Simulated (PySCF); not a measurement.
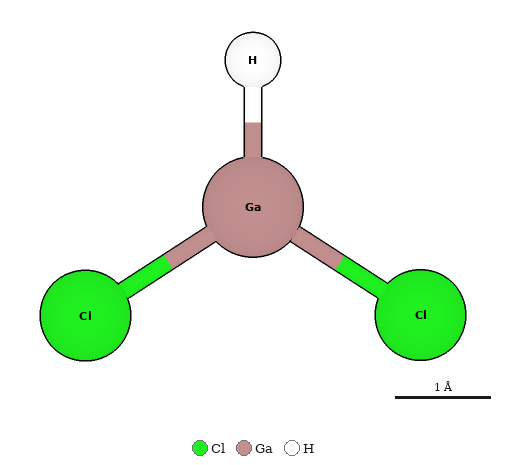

*The structure (ball-and-stick view, seen at a tilt). Sticks mark near contacts.*

GaHCl2: energy and gradient calculation

GaHCl2, SMILES [Cl][GaH][Cl], computed with HF/def2-SVP, RHF (PySCF 2.14.0).

The geometry comes from this level: PBE0-D4/def2-TZVP.

## What the program printed
```
PySCF version 2.14.0

[INPUT] num. atoms = 4
[INPUT] num. electrons = 66
[INPUT] charge = 0
[INPUT] spin (= nelec alpha-beta = 2S) = 0
[INPUT] symmetry False subgroup None
[INPUT] Mole.unit = angstrom
[INPUT] Symbol           X                Y                Z      unit          X                Y                Z       unit  Magmom
[INPUT]  1 Cl    -1.941100000000  -0.099200000000  -0.563400000000 AA   -3.668147380393  -0.187460831557  -1.064671698580 Bohr   0.0
[INPUT]  2 Ga     0.104300000000   0.143900000000  -0.029400000000 AA    0.197098434792   0.271931589325  -0.055557948062 Bohr   0.0
[INPUT]  3 Cl     1.031000000000  -1.579900000000   0.805800000000 AA    1.948307634427  -2.985578304200   1.522741311175 Bohr   0.0
[INPUT]  4 H      0.861300000000   1.474900000000  -0.233300000000 AA    1.627621111088   2.787157061121  -0.440873104861 Bohr   0.0

nuclear repulsion = 320.883756439268
number of shells = 31
number of NR pGTOs = 153
number of NR cGTOs = 73
basis = def2-svp
ecp = {}

******** <class 'pyscf.scf.hf.RHF'> ********
method = RHF
initial guess = minao
damping factor = 0
level_shift factor = 0
DIIS = <class 'pyscf.scf.diis.CDIIS'>
diis_start_cycle = 1
diis_space = 8
diis_damp = 0
SCF conv_tol = 1e-10
SCF conv_tol_grad = None
SCF max_cycles = 50
direct_scf = True
direct_scf_tol = 1e-13
Set gradient conv threshold to 1e-05
Initial guess from minao.
init E= -2841.90424724558
  HOMO = -0.383145020367766  LUMO = 0.029196950701761  gap/eV = 11.22040
cycle= 1 E= -2842.3540830191  delta_E= -0.45  |g|= 0.404  |ddm|= 1.99
  HOMO = -0.427392820407414  LUMO = 0.0133577440524033  gap/eV = 11.99343
cycle= 2 E= -2842.39892422821  delta_E= -0.0448  |g|= 0.236  |ddm|= 0.702
  HOMO = -0.449817494666288  LUMO = 0.0432194437732716  gap/eV = 13.41622
cycle= 3 E= -2842.40939918284  delta_E= -0.0105  |g|= 0.0381  |ddm|= 0.226
  HOMO = -0.452232194796723  LUMO = 0.0482632932580818  gap/eV = 13.61918
cycle= 4 E= -2842.40985764842  delta_E= -0.000458  |g|= 0.0123  |ddm|= 0.0568
  HOMO = -0.451583731699397  LUMO = 0.0481798097607347  gap/eV = 13.59926
cycle= 5 E= -2842.40992399594  delta_E= -6.63e-05  |g|= 0.00194  |ddm|= 0.0236
  HOMO = -0.451789110637204  LUMO = 0.0478731051452677  gap/eV = 13.59650
cycle= 6 E= -2842.40992647337  delta_E= -2.48e-06  |g|= 0.000445  |ddm|= 0.00459
  HOMO = -0.451796850517443  LUMO = 0.0478858687036374  gap/eV = 13.59706
cycle= 7 E= -2842.40992666567  delta_E= -1.92e-07  |g|= 0.000106  |ddm|= 0.00143
  HOMO = -0.451787903237156  LUMO = 0.0478961396849953  gap/eV = 13.59710
cycle= 8 E= -2842.40992667526  delta_E= -9.59e-09  |g|= 2.27e-05  |ddm|= 0.00032
  HOMO = -0.451786474710756  LUMO = 0.0478972104041446  gap/eV = 13.59709
cycle= 9 E= -2842.4099266756  delta_E= -3.47e-10  |g|= 4.69e-06  |ddm|= 6e-05
  HOMO = -0.451785986629844  LUMO = 0.0478970576814546  gap/eV = 13.59707
cycle= 10 E= -2842.40992667561  delta_E= -8.19e-12  |g|= 1.03e-06  |ddm|= 1.06e-05
  HOMO = -0.4517859752422  LUMO = 0.0478970045744949  gap/eV = 13.59707
```

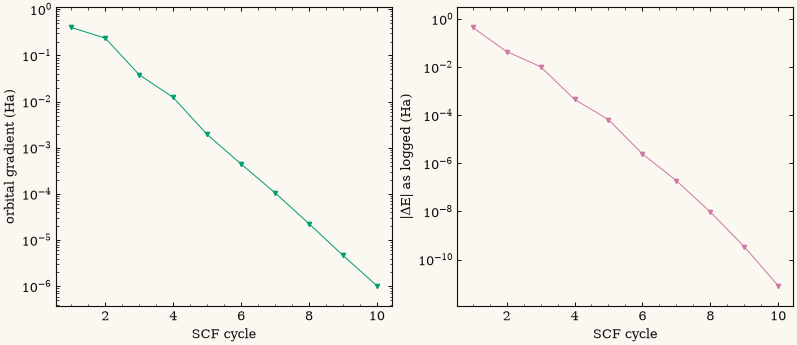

*Convergence of the self-consistent field: orbital gradient and size of the energy change against the SCF cycle.*

The residual falls at every step.

```
Extra cycle  E= -2842.40992667563  delta_E= -1.68e-11  |g|= 4.42e-07  |ddm|= 1.84e-06
converged SCF energy = -2842.40992667563
Final energy -2842.409926675628

******** <class 'pyscf.grad.rhf.Gradients'> for <class 'pyscf.scf.hf.RHF'> ********
unit = Eh/Bohr
--------------- RHF gradients ---------------
         x                y                z
0 Cl     0.0065166487     0.0001618798     0.0018987883
1 Ga    -0.0025869657    -0.0045597864     0.0007026601
2 Cl    -0.0034985981     0.0051550140    -0.0027162241
3 H    -0.0004310849    -0.0007571074     0.0001147757
----------------------------------------------
Dipole moment(X, Y, Z, Debye):  0.92795,  1.63131, -0.24968
 ** Mulliken pop  **
pop of  0 Cl 1s           1.99947
pop of  0 Cl 2s           1.99156
pop of  0 Cl 3s           1.19893
pop of  0 Cl 4s           0.75280
pop of  0 Cl 2px          1.97898
pop of  0 Cl 2py          1.98175
pop of  0 Cl 2pz          1.98122
pop of  0 Cl 3px          0.63424
pop of  0 Cl 3py          0.73603
pop of  0 Cl 3pz          0.71214
pop of  0 Cl 4px          0.99482
pop of  0 Cl 4py          1.18945
pop of  0 Cl 4pz          1.17377
pop of  0 Cl 3dxy         0.00256
pop of  0 Cl 3dyz         0.00024
pop of  0 Cl 3dz^2        0.00204
pop of  0 Cl 3dxz         0.00379
pop of  0 Cl 3dx2-y2      0.00671
pop of  1 Ga 1s           1.99993
pop of  1 Ga 2s           1.99976
pop of  1 Ga 3s           1.99559
pop of  1 Ga 4s           0.86189
pop of  1 Ga 5s           0.02140
pop of  1 Ga 2px          1.99916
pop of  1 Ga 2py          1.99920
pop of  1 Ga 2pz          1.99923
pop of  1 Ga 3px          1.99466
pop of  1 Ga 3py          1.99531
pop of  1 Ga 3pz          1.99254
pop of  1 Ga 4px          0.32106
pop of  1 Ga 4py          0.37622
pop of  1 Ga 4pz          0.11316
pop of  1 Ga 5px          0.07992
pop of  1 Ga 5py          0.12370
pop of  1 Ga 5pz          0.09640
pop of  1 Ga 3dxy         1.62877
pop of  1 Ga 3dyz         1.62377
pop of  1 Ga 3dz^2        1.62176
pop of  1 Ga 3dxz         1.62545
pop of  1 Ga 3dx2-y2      1.62877
pop of  1 Ga 4dxy         0.36238
pop of  1 Ga 4dyz         0.36363
pop of  1 Ga 4dz^2        0.36488
pop of  1 Ga 4dxz         0.36309
pop of  1 Ga 4dx2-y2      0.36305
pop of  1 Ga 5dxy         0.07089
pop of  1 Ga 5dyz         0.03412
pop of  1 Ga 5dz^2        0.03456
pop of  1 Ga 5dxz         0.04735
pop of  1 Ga 5dx2-y2      0.06008
pop of  2 Cl 1s           1.99947
pop of  2 Cl 2s           1.99156
pop of  2 Cl 3s           1.19893
pop of  2 Cl 4s           0.75279
pop of  2 Cl 2px          1.98119
pop of  2 Cl 2py          1.97981
pop of  2 Cl 2pz          1.98095
pop of  2 Cl 3px          0.71599
pop of  2 Cl 3py          0.66442
pop of  2 Cl 3pz          0.70200
pop of  2 Cl 4px          1.15240
pop of  2 Cl 4py          1.05141
pop of  2 Cl 4pz          1.15422
pop of  2 Cl 3dxy         0.00482
pop of  2 Cl 3dyz         0.00414
pop of  2 Cl 3dz^2        0.00174
pop of  2 Cl 3dxz         0.00143
pop of  2 Cl 3dx2-y2      0.00320
pop of  3 H 1s            0.69329
pop of  3 H 2s            0.45471
pop of  3 H 2px           0.00242
pop of  3 H 2py           0.00636
pop of  3 H 2pz           0.00055
 ** Mulliken atomic charges  **
charge of    0Cl =     -0.34050
charge of    1Ga =      0.83831
charge of    2Cl =     -0.34048
charge of    3H =     -0.15733
```

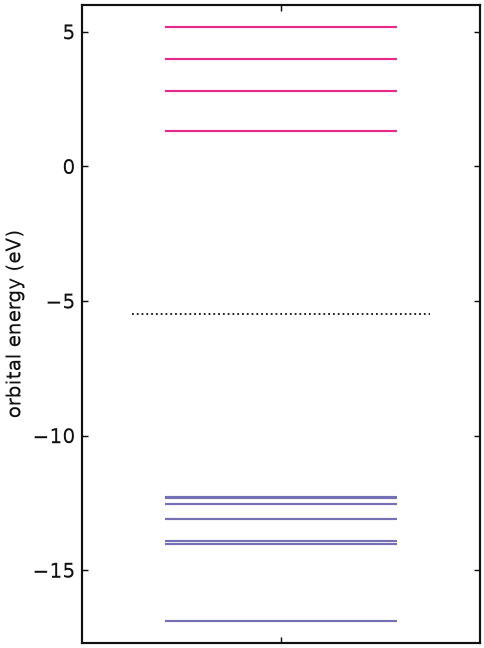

*Orbital energies near the frontier; the dotted line parts filled from empty levels, and levels within 0.02 eV of each other stand side by side.*

Highest filled −12.29 eV, lowest empty 1.30 eV, 13.59 eV apart.

This output came from the following input.

## Input file (input.py)
```python
# [Cl][GaH][Cl]
from pyscf import gto

mol = gto.Mole()
mol.atom = 'Cl -1.941100 -0.099200 -0.563400; Ga 0.104300 0.143900 -0.029400; Cl 1.031000 -1.579900 0.805800; H 0.861300 1.474900 -0.233300'
mol.basis = 'def2-svp'
mol.max_memory = 1860
mol.verbose = 4
mol.spin = 0
mol.build()

calc0 = mol.RHF()
calc0.conv_tol = 1e-10
calc0.kernel()
if not calc0.converged:
    calc0 = calc0.newton().run(calc0.mo_coeff, calc0.mo_occ)

e_tot = calc0.e_tot
print('Final energy', e_tot)
grad = calc0.nuc_grad_method().kernel()
dip = calc0.dip_moment()
pop, q = calc0.mulliken_pop()
```

Run as:
```bash
OMP_NUM_THREADS=1 python input.py
```

## Results in brief

| quantity | value |
| --- | --- |
| outcome | converged |
| total energy | −2842.409927 hartree |
| basis functions | 73 |
| largest force | 0.349 eV/Å |
| HOMO | −12.29 eV |
| LUMO | 1.30 eV |
| dipole moment | 1.89 D |
| hardware | 1 thread of Intel Xeon @ 2.50GHz (Skylake/Cascade Lake), 189 GiB of memory available, shared host |
| wall time | 17 s |
| peak memory | 0.14 GiB |
